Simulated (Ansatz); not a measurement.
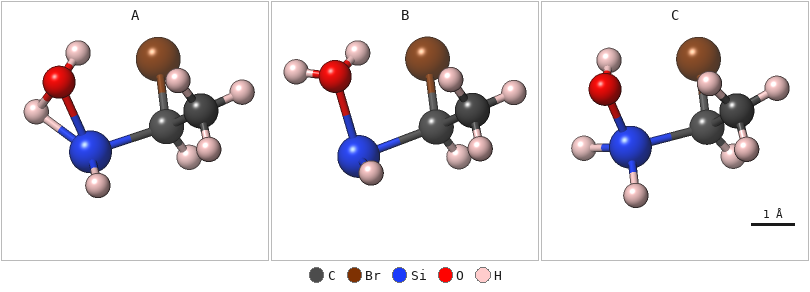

3 geometries from a converged minimum-energy path of C$_{2}$H$_{7}$BrOSi, shuffled. Style: ball-and-stick. Shown at a tilt.

Level of theory: RKS PBE/def2-SVP in Ansatz. Settings: 5 movable images; climbing image; force threshold 0.05 eV/Å; iteration limit 60; starting path through a guess of the saddle point.

> Which frame is the transition state?

A. In order along the path, whose images run from 0 to 6: C (image 2, +42.9 kJ/mol), A (image 4, +279.4 kJ/mol), B (image 6, +201.3 kJ/mol). A hydrogen atom shifts from one atom to another. Breaking: H–Si (1.51 → 2.52 Å). Forming: H–O (2.67 → 0.98 Å).
